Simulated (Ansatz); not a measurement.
FH6N3Ti···H2O

Input

```
crystal:
  periodic: [false, false, false]
  atoms:
    - { symbol: Ti, position_ang: [-0.058462, -0.636294, -0.282448] }
    - { symbol: O, position_ang: [0.57825, 0.688474, 2.47106] }
    - { symbol: H, position_ang: [-0.221747, 0.815147, 2.962671] }
    - { symbol: "N", position_ang: [1.663497, -0.146101, -0.80299] }
    - { symbol: H, position_ang: [2.419809, -0.795699, -0.928658] }
    - { symbol: H, position_ang: [1.992214, 0.796736, -0.908404] }
    - { symbol: "N", position_ang: [-1.113941, 0.892061, -0.150237] }
    - { symbol: H, position_ang: [-1.87357, 1.156416, -0.74836] }
    - { symbol: H, position_ang: [-0.937281, 1.584868, 0.554902] }
    - { symbol: "N", position_ang: [-0.768208, -1.678628, -1.651837] }
    - { symbol: H, position_ang: [-1.478623, -2.374366, -1.499448] }
    - { symbol: H, position_ang: [-0.463256, -1.685164, -2.608319] }
    - { symbol: F, position_ang: [-0.06045, -1.708096, 1.18259] }
    - { symbol: H, position_ang: [0.730669, -0.269155, 2.520579] }
basis:
  gaussian: { orbitals: def2-SVP }
hamiltonian:
  xc: hf
relax:
  f_tol: 0.03
  max_steps: 50
output:
  orbitals: {}
```

Launched as:

```sh
ansatz run input.yaml --threads 4 --pin off --max-ram 5120MiB --backend cpu --events-out ev --progress --plain --runs-dir out
```

The fields are those of the run's last geometry, not of the input's.

Theory: RHF/def2-SVP in Ansatz 0.2.0.

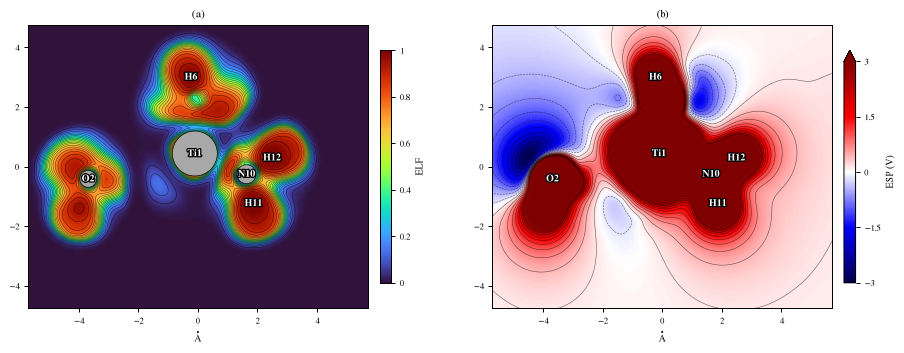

Figure 1. (a) ELF; (b) molecular electrostatic potential on the plane of atoms Ti1, N10 and H11. Grey discs cover the atomic cores in the ELF map.

Describe what can be read from this map.

The plane passes through Ti, O, H and N nuclei.
Ti–N (1.87 Å): the ELF peaks at about 0.90 in the valence shell of N, 0.6 Å from its nucleus, and is about 0.30 at the midpoint.
N–H (1.01 Å): the ELF climbs to about 1 towards the hydrogen, as it does in any bond to H; an ordinary covalent bond to hydrogen.
The ELF also peaks beside O2, away from the bonds: lone-pair regions.
Outside the dense part of the complex the potential is most negative (−3.0 V) near O2.

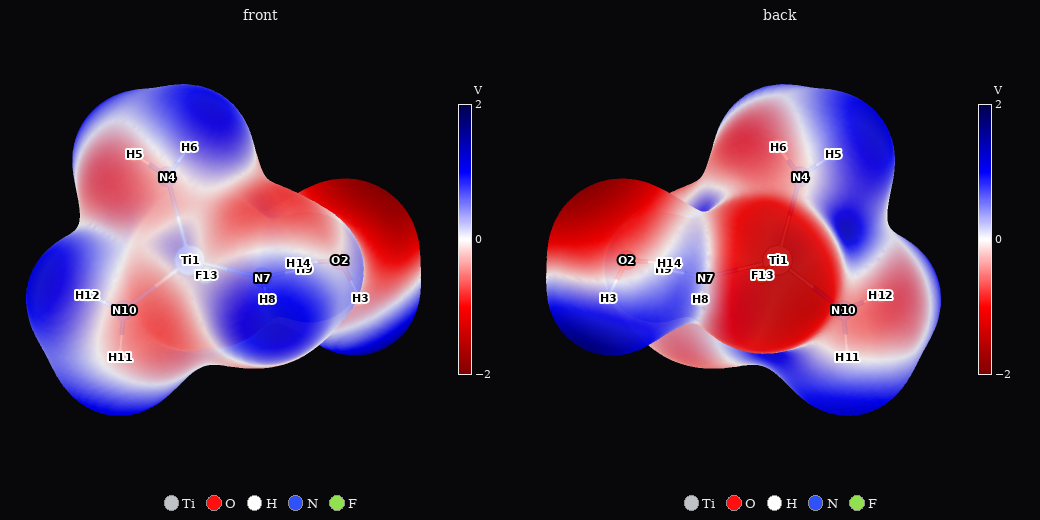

Figure 2. The electrostatic potential painted on the density surface at 0.001 e/bohr³, seen from the front and from behind; the colour scale runs from red (negative) to blue (positive).

Describe the electrostatic potential map.

The most negative region (about −1.8 V) lies over O2, the most positive (about +1.6 V) over H3. O2 is the likeliest acceptor of a hydrogen bond.

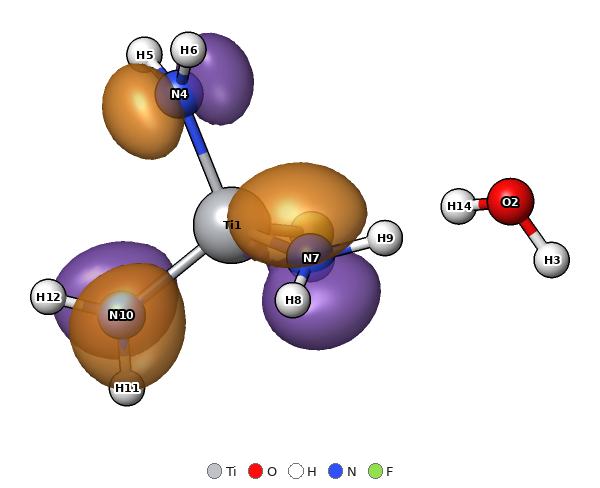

Figure 3. The HOMO at ±0.15 Å⁻³ᐟ² (orange and purple are the two phases), seen across its widest extent.

What is the character of this orbital?

By Hirshfeld shares it lies mainly on N7 (about 35 %), N10 (about 30 %), N4 (about 15 %) and Ti1 (about 15 %); largely a combination of lone pairs on N7, N10 and N4. Its energy is −10.59 eV.
